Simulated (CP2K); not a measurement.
**C2H6Ga (SMILES C[Ga]C) at GFN2-xTB**

What is the energy change on altering one bond length of C2H6Ga at GFN2-xTB? 

Program for the calculation: CP2K 2026.2.

10 further runs of the same task are left out: 8 that didn't finish, 2 set aside as unsound or not needed. Runs told in other sessions of the task aren't counted.

**1. The system as given**

The species is C2H6Ga (9 atoms), meant as a doublet with charge 0. SMILES: `C[Ga]C`. Geometry: relaxed at PBE0-D4/def2-TZVP.

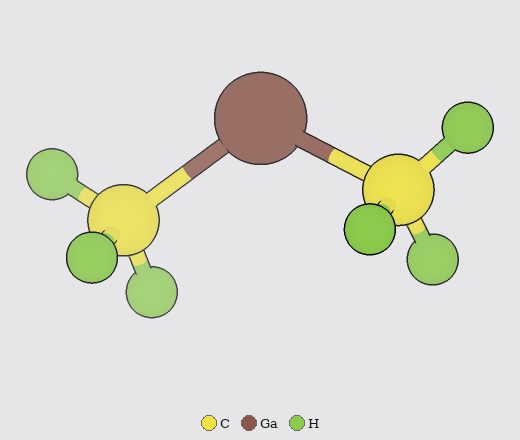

Viewed from a chosen angle; carbon yellow, gallium brown, hydrogen green.

**2. A single-point energy at GFN2-xTB**

The input, job.inp:

```
&GLOBAL
  PROJECT_NAME job
  RUN_TYPE ENERGY
  PRINT_LEVEL MEDIUM
&END
&FORCE_EVAL
  METHOD Quickstep
  &DFT
    CHARGE 0
    MULTIPLICITY 2
    LSD T
    &QS
      METHOD XTB
      EPS_DEFAULT 1.0E-10
      &XTB
        GFN_TYPE TBLITE
        &TBLITE
          METHOD GFN2
        &END
        CHECK_ATOMIC_CHARGES F
      &END
    &END
    &POISSON
      PERIODIC NONE
      POISSON_SOLVER ANALYTIC
    &END
    &SCF
      SCF_GUESS ATOMIC
      EPS_SCF 1.0E-06
      MAX_SCF 150
      ADDED_MOS 8
      &DIAGONALIZATION
        ALGORITHM STANDARD
      &END
      &MIXING
        METHOD DIRECT_P_MIXING
        ALPHA 0.4
      &END
      &SMEAR ON
        METHOD FERMI_DIRAC
        ELECTRONIC_TEMPERATURE [K] 300
        FIXED_MAGNETIC_MOMENT 1.0
      &END
    &END
    &PRINT
      &MOMENTS
        PERIODIC F
        REFERENCE COM
        MAX_MOMENT 1
      &END
      &MO ON
        ENERGIES T
        OCCUPATION_NUMBERS T
        NDIGITS 6
        &EACH
          QS_SCF 0
        &END
        ADD_LAST NUMERIC
      &END
      &HIRSHFELD OFF
      &END
    &END
  &END
  &SUBSYS
    &CELL
      ABC [angstrom] 16.2 16 14
      PERIODIC NONE
    &END
    &COORD
      UNIT bohr
      C     -2.3557704     2.1977893     0.3312312
      Ga     0.8629056     0.7286028     1.6497498
      C      2.4074166    -2.1535508    -0.2382000
      H     -3.8064564     0.7228391     0.3353508
      H     -2.0644691     2.7962277    -1.6272432
      H     -3.0286452     3.8008817     1.4327526
      H      4.1611391    -2.8285799     0.6013109
      H      2.7767258    -1.5534116    -2.1831061
      H      1.0471350    -3.7108174    -0.3018460
    &END
    &TOPOLOGY
      &CENTER_COORDINATES
      &END
    &END
  &END
&END
```

Started as:

```bash
$ OMP_NUM_THREADS=1 cp2k.psmp -i job.inp -o job.out
```

The log of the run, shortened:

```text
CP2K| version string:                                       CP2K version 2026.2
[...]
 GLOBAL| Method name                                                        CP2K
[...]
 GLOBAL| Run type                                                         ENERGY
[...]
                             - Atoms:                                          9
[...]
                             - Spherical basis functions:                     23
[...]
 Number of electrons:                                                          9
[...]
  *** SCF run converged in    13 steps ***
[...]
  Fermi energy:                                                -0.25678211738303
[...]
 TB_DIPOLE| Moment [Debye]          0.11687432       0.09867865       0.22333231
 TB_DIPOLE| Derivative [a.u.]       0.00000000       0.00000000       0.00000000
[...]
 ENERGY| Total FORCE_EVAL ( QS ) energy [hartree]             -8.451780087459836
[...]
```

Wall time 0.44 s (1 thread of Arm Neoverse N1, shared host); peak memory 0.14 GiB.

**3. The distorted shape at the same level**

The input, qs.inp:

```
&GLOBAL
  PROJECT_NAME qs
  RUN_TYPE ENERGY
  PRINT_LEVEL MEDIUM
&END

&FORCE_EVAL
  METHOD Quickstep
  &DFT
    CHARGE 0
    MULTIPLICITY 2
    UKS T
    # Quickstep
    &QS
      METHOD XTB
      EPS_DEFAULT 1.0E-10
      &XTB
        GFN_TYPE TBLITE
        &TBLITE
          METHOD GFN2
        &END
        CHECK_ATOMIC_CHARGES F
      &END
    &END
    &POISSON
      PERIODIC NONE
      POISSON_SOLVER ANALYTIC
    &END
    # SCF settings
    &SCF
      SCF_GUESS ATOMIC
      EPS_SCF 1.0E-06
      MAX_SCF 150
      ADDED_MOS 8
      &DIAGONALIZATION
        ALGORITHM STANDARD
      &END
      &MIXING
        METHOD DIRECT_P_MIXING
        ALPHA 0.4
      &END
      &SMEAR ON
        METHOD FERMI_DIRAC
        ELECTRONIC_TEMPERATURE [K] 300
        FIXED_MAGNETIC_MOMENT 1.0
      &END
    &END
    &PRINT
      &MOMENTS
        PERIODIC F
        REFERENCE COM
        MAX_MOMENT 1
      &END
      &MO ON
        ENERGIES T
        OCCUPATION_NUMBERS T
        NDIGITS 6
        &EACH
          QS_SCF 0
        &END
        ADD_LAST NUMERIC
      &END
      &HIRSHFELD OFF
      &END
    &END
  &END
  &SUBSYS
    &CELL
      ABC [angstrom] 17.3 16 14
      PERIODIC NONE
    &END
    &COORD
      UNIT bohr
      C     -4.4602714     3.0078374    -0.6761988
      Ga    -1.2415954     1.5386509     0.6423198
      C      0.3029155    -1.3435027    -1.2456300
      H     -5.9109575     1.5328873    -0.6720792
      H     -4.1689702     3.6062759    -2.6346732
      H     -5.1331462     4.6109299     0.4253225
      H      4.1611391    -2.8285799     0.6013109
      H      0.6722247    -0.7433635    -3.1905361
      H     -1.0573660    -2.9007693    -1.3092760
    &END
    &TOPOLOGY
      &CENTER_COORDINATES
      &END
    &END
  &END
&END
```

Started as:

```bash
$ OMP_NUM_THREADS=1 cp2k.psmp -i qs.inp -o qs.out
```

The log of the run, shortened:

```text
CP2K| version string:                                       CP2K version 2026.2
[...]
 GLOBAL| Method name                                                        CP2K
[...]
 GLOBAL| Run type                                                         ENERGY
[...]
                             - Atoms:                                          9
[...]
                             - Spherical basis functions:                     23
[...]
 Number of electrons:                                                          9
[...]
  *** SCF run converged in    24 steps ***
[...]
  Fermi energy:                                                -0.31577309368891
[...]
 TB_DIPOLE| Moment [Debye]         -2.04979222       1.73172420       0.10221518
 TB_DIPOLE| Derivative [a.u.]       0.00000000       0.00000000       0.00000000
[...]
 ENERGY| Total FORCE_EVAL ( QS ) energy [hartree]             -8.319695380253085
[...]
```

Run time: 0.48 s. Hardware: 1 thread of Arm Neoverse N1, shared host; peak memory 0.14 GiB.

**4. Outcome**

At GFN2-xTB:

```
                                                         quantity          value
                                        first shape: total energy    -8.45178 Eh
           first shape: dipole moment (from atomic charges alone)         0.27 D
                  first shape: HOMO energy (highest over α and β)       -8.05 eV
                   first shape: LUMO energy (lowest over α and β)       -7.69 eV
                                   first shape: dispersion energy   -8.72 kJ/mol
                                    distorted shape: total energy    -8.31970 Eh
       distorted shape: dipole moment (from atomic charges alone)         2.69 D
              distorted shape: HOMO energy (highest over α and β)       -8.63 eV
               distorted shape: LUMO energy (lowest over α and β)       -8.22 eV
                               distorted shape: dispersion energy  -10.11 kJ/mol
energy change with the C3–H7 bond stretched from 1.089 to 2.396 Å       3.594 eV
```

With the C3–H7 bond stretched from 1.089 to 2.396 Å the energy rises by 3.59 eV (83 kcal/mol). The first shape isn't relaxed at this level, so the change isn't measured from a minimum. The dipole (first shape) comes from point charges on the atoms alone, without atomic dipoles, so it is partial. The dipole (distorted shape) comes from point charges on the atoms alone, without atomic dipoles, so it is partial.
